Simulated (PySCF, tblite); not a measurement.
# 4,4-dimethyl-2-pentynal (C₇H₁₀O): dynamics, then NMR shifts on frames

Aim: move 4,4-dimethyl-2-pentynal (C₇H₁₀O) (`CC(C)(C)C#CC=O`) away from its starting geometry and see how NMR shifts follow the geometry.

The runs use tblite 0.8.0 and PySCF 2.14.0, with density-fitted response routines of our own; the level of theory stands in each step. All values are computed, except where a source is named. Atoms count from 0, in the outputs and in this text.

### Step 1. Starting geometry

18 atoms, charge 0, multiplicity 1; geometry from: GFN2-xTB.

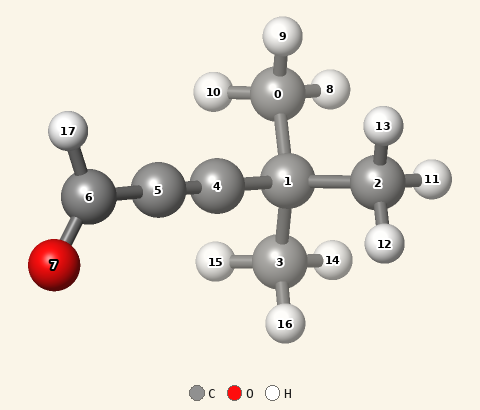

The starting geometry (carbon grey, oxygen red, hydrogen white), atoms numbered.

### Step 2. Thermal motion with GFN2-xTB

Job settings and geometry (Å):

```
{"job": {"kind": "md", "xc": "GFN2-xTB", "basis": "xTB", "temperature": 300, "steps": 2000, "every": 50, "frames": 5}, "charge": 0, "multiplicity": 1}
C     -0.888913    -0.504286     1.499517
C     -0.541882    -0.213208     0.034666
C     -1.506211     0.832886    -0.540689
C     -0.602403    -1.500917    -0.795732
C      0.806637     0.321885    -0.039632
C      1.926209     0.766352    -0.096274
C      3.255008     1.269239    -0.191125
O      4.013574     1.073723    -1.104911
H     -1.896838    -0.907197     1.568607
H     -0.835844     0.405210     2.093622
H     -0.195354    -1.229583     1.918810
H     -2.524956     0.453265    -0.504359
H     -1.254164     1.055984    -1.574982
H     -1.457192     1.755780     0.033107
H     -1.607568    -1.915649    -0.768229
H      0.091494    -2.240120    -0.401901
H     -0.335987    -1.298386    -1.830494
H      3.545630     1.881340     0.688342
```

With the program's defaults for keys left out, this is: GFN2-xTB Langevin dynamics, gas phase.

On the command line:

```console
$ OMP_NUM_THREADS=1 python probes_run.py task.json out
```

The driver reads the jobs from task.json and runs them one after another.

Output:

```text
t/fs     T/K      E/eV
    0.0   254.5   -655.05967
   25.0   196.5   -654.68093
   50.0   196.4   -654.63190
   75.0   189.3   -654.66973
  100.0   252.5   -654.71772
  125.0   221.0   -654.64191
  150.0   276.3   -654.58258
  175.0   185.2   -654.58957
  200.0   201.6   -654.43483
  225.0   315.4   -654.56444
  250.0   277.9   -654.51423
  275.0   230.4   -654.48278
  300.0   290.8   -654.61153
  325.0   276.4   -654.55068
  350.0   286.6   -654.57546
  375.0   307.3   -654.61058
  400.0   255.6   -654.45458
  425.0   220.0   -654.49906
  450.0   226.5   -654.48982
  475.0   315.5   -654.60846
  500.0   193.6   -654.42649
  525.0   262.0   -654.60943
  550.0   293.5   -654.60388
  575.0   284.4   -654.49982
  600.0   319.2   -654.40317
  625.0   395.3   -654.35587
  650.0   331.5   -654.28968
  675.0   213.1   -654.02125
  700.0   421.8   -654.38007
  725.0   296.2   -654.13800
  750.0   333.6   -654.47330
  775.0   288.6   -654.45133
  800.0   313.9   -654.37949
  825.0   287.8   -654.26977
  850.0   390.5   -654.50634
  875.0   244.0   -654.27125
  900.0   304.2   -654.41511
  925.0   313.2   -654.44922
  950.0   292.5   -654.40385
  975.0   328.7   -654.41077
 1000.0   219.8   -654.37179
```

It took 12 s on 1 thread of Arm Neoverse V1, shared host; peak memory 0.17 GiB.

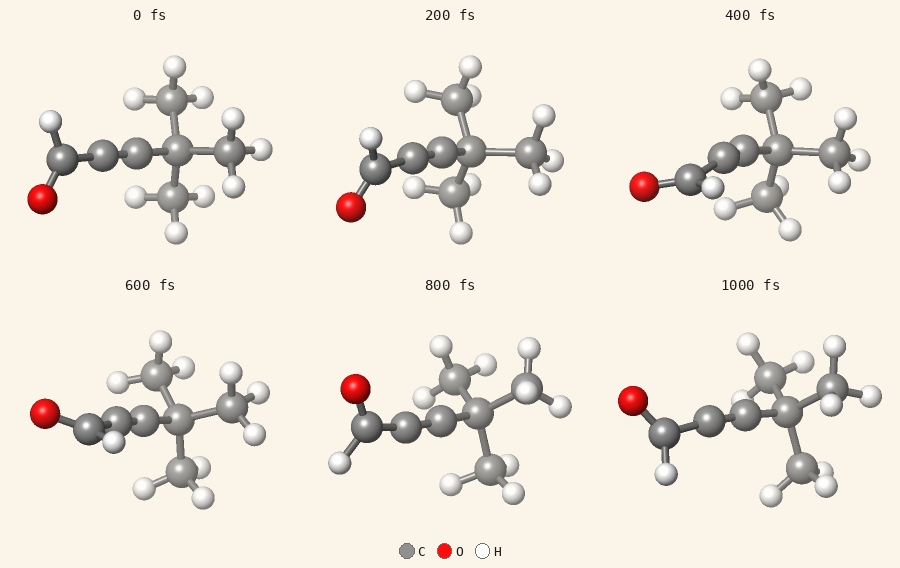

Frames of the run.

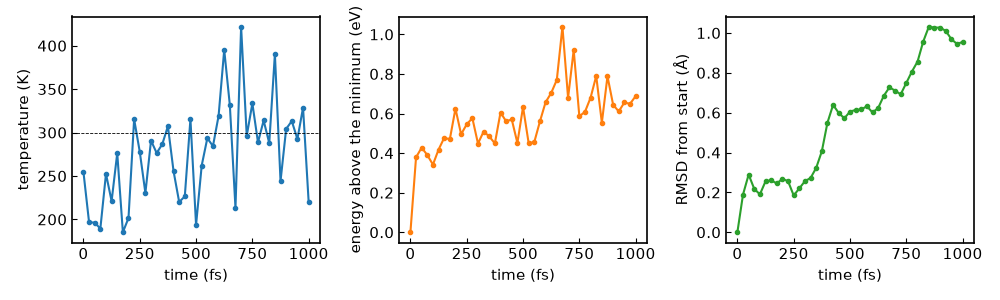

Temperature, potential energy and distance from the start.

Positions (Å) and forces (eV/Å) at 1000 fs:

```xyz
18

C    -0.552   -1.789    1.357   -0.881   -1.283    0.345
C    -0.401   -0.954    0.107   -0.568    1.478   -0.473
C    -1.260    0.347    0.119   -1.352    0.442    0.057
C    -0.678   -1.675   -1.238   -0.259   -0.543   -0.362
C     0.952   -0.466    0.042    0.887   -0.230   -0.069
C     2.110   -0.141   -0.069    0.481   -0.404   -0.653
C     3.517    0.097   -0.287   -0.826    1.138    0.105
O     4.244    0.405    0.626    0.364   -0.379   -0.640
H    -1.626   -1.958    1.691    1.218   -0.012   -0.844
H    -0.054   -1.413    2.235    0.224    0.696    0.076
H    -0.016   -2.724    1.139   -0.615   -0.147    0.204
H    -1.418    0.872    1.086    0.734   -0.704   -0.243
H    -2.333    0.095   -0.158    1.319    0.330   -0.251
H    -0.787    1.111   -0.548   -0.770   -0.779    0.267
H    -1.488   -2.390   -1.225   -0.730    0.128    0.639
H     0.099   -2.311   -1.649    0.869    0.226    0.483
H    -0.909   -0.983   -2.043    0.008    0.385    0.190
H     3.802    0.160   -1.404   -0.103   -0.341    1.168
```

### Step 3. Nuclear shieldings: 250 fs, PBE0/pcSseg-1

Job settings and geometry (Å):

```
{"job": {"kind": "nmr", "xc": "PBE0", "basis": "pcSseg-1", "pop": false}, "charge": 0, "multiplicity": 1}
C     -0.650500    -0.660400     1.681000
C     -0.452200    -0.642700     0.198300
C     -1.690400     0.061500    -0.456500
C     -0.389600    -2.058700    -0.375600
C      0.722300     0.061100    -0.113600
C      1.654800     0.793300    -0.389800
C      2.888500     1.446400    -0.610000
O      3.743000     0.802400    -1.216700
H     -1.516900    -1.231200     2.056600
H     -0.727500     0.411300     2.048600
H      0.154600    -1.200000     2.226700
H     -2.662900    -0.428900    -0.270500
H     -1.642000     0.148100    -1.578700
H     -1.737300     1.056700    -0.021000
H     -1.291900    -2.628200    -0.303300
H      0.405500    -2.720100     0.133700
H     -0.170700    -2.010600    -1.417300
H      2.976300     2.506200    -0.258400
```

Method: GIAO PBE0/pcSseg-1 NMR shielding, non-relativistic, gas phase.

Output:

```text
coarse grid: 14888 points
cycle   1  E = -347.2310880191  dE =  1.050e+00  |g| = 8.310e-01  |ddm| = 3.920e+00
cycle   2  E = -346.7126359907  dE =  5.185e-01  |g| = 1.790e+00  |ddm| = 4.048e+00
cycle   3  E = -347.3669874353  dE = -6.544e-01  |g| = 2.211e-01  |ddm| = 3.336e+00
cycle   4  E = -347.3777084309  dE = -1.072e-02  |g| = 9.270e-02  |ddm| = 3.174e-01
cycle   5  E = -347.3789369074  dE = -1.228e-03  |g| = 6.194e-02  |ddm| = 1.179e-01
cycle   6  E = -347.3798519125  dE = -9.150e-04  |g| = 1.010e-02  |ddm| = 5.132e-02
cycle   7  E = -347.3798741947  dE = -2.228e-05  |g| = 2.772e-03  |ddm| = 9.412e-03
cycle   8  E = -347.3798757856  dE = -1.591e-06  |g| = 8.160e-04  |ddm| = 4.280e-03
final grid: 143384 points
cycle   9  E = -347.4397662978  dE = -2.256e-05  |g| = 1.311e-02  |ddm| = 6.307e-02
cycle  10  E = -347.4396542969  dE =  1.120e-04  |g| = 2.681e-02  |ddm| = 3.827e-02
cycle  11  E = -347.4398010491  dE = -1.468e-04  |g| = 3.215e-03  |ddm| = 2.820e-02
cycle  12  E = -347.4398033496  dE = -2.300e-06  |g| = 4.743e-04  |ddm| = 3.224e-03
cycle  13  E = -347.4398033732  dE = -2.364e-08  |g| = 3.302e-04  |ddm| = 6.828e-04
cycle  14  E = -347.4398033995  dE = -2.629e-08  |g| = 7.034e-05  |ddm| = 3.114e-04
cycle  15  E = -347.4398034007  dE = -1.203e-09  |g| = 1.223e-05  |ddm| = 1.062e-04
cycle  16  E = -347.4398034008  dE = -3.990e-11  |g| = 3.370e-06  |ddm| = 2.120e-05
converged SCF energy = -347.4398034008

GIAO shielding tensors (ppm)
atom      isotropic    diamagn.    paramagn.     s11        s22        s33       span
  0 C      153.540     245.418     -91.878    136.875    138.692    185.053     48.177
  1 C      163.292     239.335     -76.043    157.253    161.653    170.969     13.716
  2 C      147.424     246.930     -99.506    124.636    133.779    183.857     59.221
  3 C      156.100     245.357     -89.257    136.790    144.327    187.183     50.393
  4 C       75.287     264.924    -189.637     -3.586      9.920    219.528    223.114
  5 C       96.065     266.542    -170.477     15.074     20.689    252.431    237.357
  6 C       -1.504     251.774    -253.278   -100.637     -6.732    102.856    203.492
  7 O     -459.118     398.191    -857.308  -1190.543   -568.660    381.850   1572.393
  8 H       29.871      29.779       0.092     26.367     27.286     35.960      9.593
  9 H       29.227      28.759       0.468     25.349     27.009     35.324      9.975
 10 H       29.558      29.810      -0.252     26.056     27.305     35.312      9.256
 11 H       29.933      30.327      -0.394     26.592     27.348     35.859      9.267
 12 H       29.215      29.821      -0.606     25.892     26.902     34.852      8.959
 13 H       30.240      30.855      -0.615     26.692     28.142     35.888      9.196
 14 H       30.929      30.832       0.096     27.037     28.648     37.101     10.064
 15 H       28.993      28.518       0.475     25.391     26.407     35.180      9.790
 16 H       30.616      30.736      -0.120     26.992     28.349     36.506      9.514
 17 H       21.806      26.763      -4.956     19.733     20.125     25.561      5.828
```

Wall time 25 s (1 thread of Arm Neoverse V1, shared host); peak memory 0.83 GiB.

Shifts follow as δ = σ(reference) − σ, with reference shieldings (ppm) from runs at the same level and on the same kind of geometry: 1H TMS 31.72, 13C TMS 186.9, 17O H2O 336.1. The references are single molecules in the gas phase, so shifts against H2O, NH3, PH3, H3PO4 or CFCl3 are not on the usual liquid scales and can be off by tens of ppm. Each atom is listed at this fixed geometry, with no averaging over motion; a spectrum would average atoms that exchange fast.

```tsv
atoms	environment	σ (ppm)	δ (ppm)
C6	aldehyde carbonyl carbon	-1.5	188.4
C4	alkyne carbon	75.3	111.6
C5	alkyne carbon	96.1	90.9
C2	methyl carbon	147.4	39.5
C0	methyl carbon	153.5	33.4
C3	methyl carbon	156.1	30.8
C1	propargylic quaternary sp3 carbon	163.3	23.6
H17	hydrogen on an aldehyde carbonyl carbon	21.81	9.91
H15	hydrogen on a methyl carbon	28.99	2.72
H12	hydrogen on a methyl carbon	29.22	2.50
H9	hydrogen on a methyl carbon	29.23	2.49
H10	hydrogen on a methyl carbon	29.56	2.16
H8	hydrogen on a methyl carbon	29.87	1.85
H11	hydrogen on a methyl carbon	29.93	1.78
H13	hydrogen on a methyl carbon	30.24	1.48
H16	hydrogen on a methyl carbon	30.62	1.10
H14	hydrogen on a methyl carbon	30.93	0.79
O7	aldehyde oxygen	-459.1	795.2
```

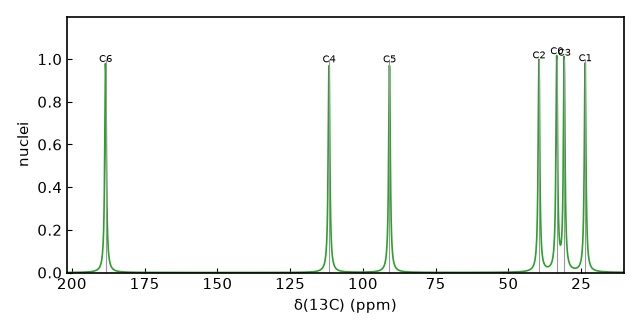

13C lines at the computed shifts, without couplings. Lines are broadened to a width of 0.66 ppm (Lorentzian).

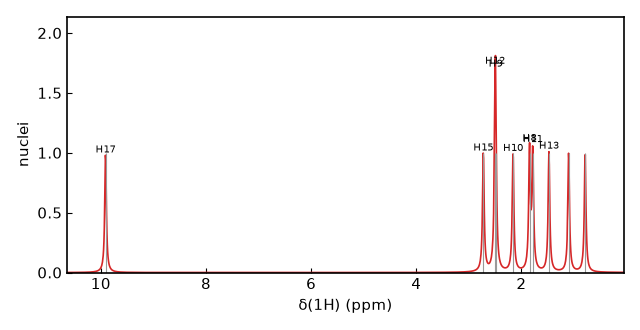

1H lines at the computed shifts, without couplings. Lines are broadened to a width of 0.04 ppm (Lorentzian).

### Step 4. Shielding tensors: 425 fs, PBE0/pcSseg-1

Job settings and geometry (Å):

```
{"job": {"kind": "nmr", "xc": "PBE0", "basis": "pcSseg-1", "pop": false}, "charge": 0, "multiplicity": 1}
C     -0.263400    -1.267200     1.783000
C     -0.091300    -0.931300     0.316400
C     -1.318100    -0.103200    -0.183400
C      0.018000    -2.143500    -0.606800
C      1.057500    -0.124800     0.106500
C      1.978300     0.570500    -0.203900
C      3.189900     1.020000    -0.688800
O      4.283400     0.487800    -0.462000
H     -1.311400    -1.439600     1.914800
H      0.065200    -0.420800     2.360900
H      0.267000    -2.145400     2.093900
H     -2.084800    -0.781100    -0.664600
H     -0.962600     0.713000    -0.853300
H     -1.734800     0.437300     0.647100
H     -0.714000    -2.821200    -0.217500
H      1.034300    -2.560400    -0.633900
H     -0.271300    -1.887300    -1.609900
H      3.057800     1.853300    -1.411100
```

Level: GIAO PBE0/pcSseg-1 NMR shielding, non-relativistic, gas phase.

Output:

```text
coarse grid: 14888 points
cycle   1  E = -347.2268664455  dE =  1.188e+00  |g| = 8.259e-01  |ddm| = 3.950e+00
cycle   2  E = -346.7390392694  dE =  4.878e-01  |g| = 1.744e+00  |ddm| = 4.040e+00
cycle   3  E = -347.3595452504  dE = -6.205e-01  |g| = 2.364e-01  |ddm| = 3.315e+00
cycle   4  E = -347.3725367946  dE = -1.299e-02  |g| = 7.584e-02  |ddm| = 3.467e-01
cycle   5  E = -347.3734005192  dE = -8.637e-04  |g| = 4.765e-02  |ddm| = 1.055e-01
cycle   6  E = -347.3739339480  dE = -5.334e-04  |g| = 1.034e-02  |ddm| = 4.192e-02
cycle   7  E = -347.3739578352  dE = -2.389e-05  |g| = 2.562e-03  |ddm| = 8.646e-03
cycle   8  E = -347.3739592061  dE = -1.371e-06  |g| = 6.824e-04  |ddm| = 4.074e-03
final grid: 143384 points
cycle   9  E = -347.4336504710  dE = -2.610e-05  |g| = 1.300e-02  |ddm| = 5.277e-02
cycle  10  E = -347.4335483576  dE =  1.021e-04  |g| = 2.601e-02  |ddm| = 3.937e-02
cycle  11  E = -347.4336842530  dE = -1.359e-04  |g| = 3.254e-03  |ddm| = 2.943e-02
cycle  12  E = -347.4336865688  dE = -2.316e-06  |g| = 3.302e-04  |ddm| = 3.290e-03
cycle  13  E = -347.4336865802  dE = -1.142e-08  |g| = 2.347e-04  |ddm| = 6.214e-04
cycle  14  E = -347.4336865922  dE = -1.199e-08  |g| = 9.078e-05  |ddm| = 2.461e-04
cycle  15  E = -347.4336865942  dE = -2.015e-09  |g| = 1.211e-05  |ddm| = 9.966e-05
cycle  16  E = -347.4336865942  dE = -3.718e-11  |g| = 3.572e-06  |ddm| = 1.868e-05
converged SCF energy = -347.4336865942

GIAO shielding tensors (ppm)
atom      isotropic    diamagn.    paramagn.     s11        s22        s33       span
  0 C      160.360     246.839     -86.479    142.316    151.704    187.061     44.744
  1 C      165.989     246.848     -80.860    163.218    164.090    170.658      7.439
  2 C      141.318     250.348    -109.031    112.997    126.571    184.386     71.389
  3 C      154.412     247.225     -92.813    130.648    149.146    183.441     52.793
  4 C       60.710     265.521    -204.811    -15.988    -10.973    209.090    225.078
  5 C      102.010     266.428    -164.418     20.463     30.254    255.312    234.849
  6 C       -2.473     249.363    -251.836    -97.254    -19.691    109.525    206.779
  7 O     -448.761     397.333    -846.095  -1181.059   -554.971    389.746   1570.806
  8 H       31.098      31.339      -0.241     26.568     29.923     36.805     10.237
  9 H       30.428      30.453      -0.025     26.221     28.861     36.201      9.980
 10 H       30.729      30.647       0.082     26.760     28.444     36.983     10.223
 11 H       29.137      30.961      -1.825     25.447     27.275     34.688      9.241
 12 H       29.002      31.429      -2.427     25.091     27.914     34.002      8.911
 13 H       30.272      32.840      -2.568     26.748     28.771     35.298      8.550
 14 H       30.770      31.305      -0.535     26.905     28.943     36.461      9.556
 15 H       29.782      29.879      -0.096     25.746     27.725     35.876     10.129
 16 H       30.615      31.258      -0.642     26.724     29.366     35.756      9.031
 17 H       22.072      27.220      -5.147     19.684     19.961     26.571      6.887
```

Run time: 25 s. Hardware: 1 thread of Arm Neoverse V1, shared host; peak memory 0.85 GiB.

In short: δ C6 189.4, C4 126.2, C5 84.9, C2 45.6, H17 9.64, H12 2.71 ppm.

(Part 1 of 2 ends here.)
